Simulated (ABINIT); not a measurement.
**How far to go with the plane-wave cutoff: ZnSe (R3m, 2 atoms in the cell)**

```
CELL_PARAMETERS angstrom
      0.00000     2.82083     2.82083
      2.82083     0.00000     2.82083
      2.82083     2.82083     0.00000
ATOMIC_POSITIONS crystal
  Zn 0.00512 0.00512 0.00512
  Se 0.25000 0.25000 0.25000
```

Method: LDA (PW92), PAW (JTH v2.0 LDA PAW) (plane waves; ABINIT).

Base settings: pseudos = [Zn.LDA_PW-JTH.xml, Se.LDA_PW-JTH.xml]; ecut = 30 Ha; pawecutdg = 60 Ha; occopt = 3; tsmear = 0.00036749 Ha; ngkpt = 3 3 3; nshiftk = 1; shiftk = 0 0 0; potentials = JTH v2.0 LDA PAW; nband = 14.

Moved along: pawecutdg.

The second cell is the first with its lattice scaled by 0.98.

The mesh stays at the base's, so the ladder's end is converged at best in this setting alone.

Only quantities that move along the ladder and can be compared are tabulated; the gap is left out on so coarse a mesh.

These are the values that this program gave, and no reference: the one-centre exchange-correlation terms come from a truncated expansion.

The count of work is k-points × plane waves × bands × iterations; it is no time. 

The starting cell has typed, rounded lattice constants, without a prior relaxation at this level. Its lattice was rescaled by up to half a per cent. One atom was moved a little off its site on purpose.

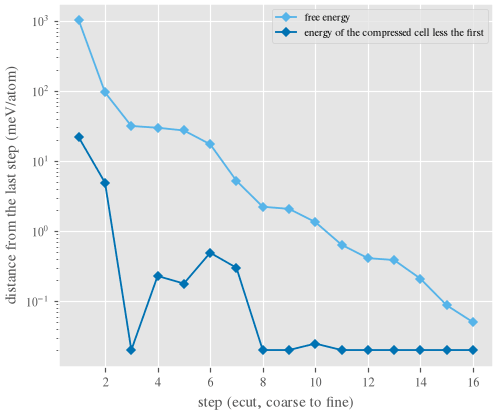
Figure: Distance from the last step along the ladder; very small values are drawn at a floor.

```csv
ecut,free energy less the last step's (meV/atom),energy of the compressed cell less the first (meV/atom),pressure (GPa),count of work / last
10 Ha,1013.63,29.54,-54.51,0.026
12 Ha,94.73,12.77,-6.79,0.037
14 Ha,31.48,7.91,-1.36,0.068
15 Ha,29.69,8.12,-1.23,0.071
16 Ha,27.17,8.07,-1.42,0.068
18 Ha,17.28,8.38,-1.63,0.12
21 Ha,5.20,7.60,-1.38,0.085
24 Ha,2.22,7.91,-1.17,0.19
27 Ha,2.07,7.89,-1.16,0.13
30 Ha,1.34,7.87,-1.19,0.17
33 Ha,0.64,7.90,-1.17,0.20
36 Ha,0.41,7.90,-1.15,0.28
40 Ha,0.38,7.89,-1.14,0.33
45 Ha,0.21,7.89,-1.15,0.37
52 Ha,0.09,7.88,-1.14,0.55
60 Ha,0.04,7.89,-1.14,0.73
72 Ha,0.00,7.90,-1.14,1.0
```

Coarsest ecut that holds the pressure within 0.2 GPa of the last step, with all finer ones: 24 Ha, at 0.19 of the last step's count of work; the step before is off by 0.24 GPa.

Coarsest ecut that holds the free energy within 0.5 meV/atom of the last step, with all finer ones: 36 Ha, at 0.28 of the last step's count of work; the step before is off by 0.64 meV/atom.

Coarsest ecut that holds the energy of the compressed cell less the first within 1 meV/atom of the last step, with all finer ones: 14 Ha, at 0.068 of the last step's count of work; the step before is off by 4.9 meV/atom.

The energy difference between the two cells stays within 1 meV/atom of the last step's from 14 Ha on, the total only from 33 Ha on: much of the error is common to both cells and cancels.

Two neighbours can agree and both be off: 24 Ha and 27 Ha differ by 0.15 meV/atom in the free energy, yet lie about 2.1 meV/atom from the last step.

At the lowest cutoff the pressure lies 53.4 GPa under the last step's, the usual sign of Pulay stress in an incomplete plane-wave basis.
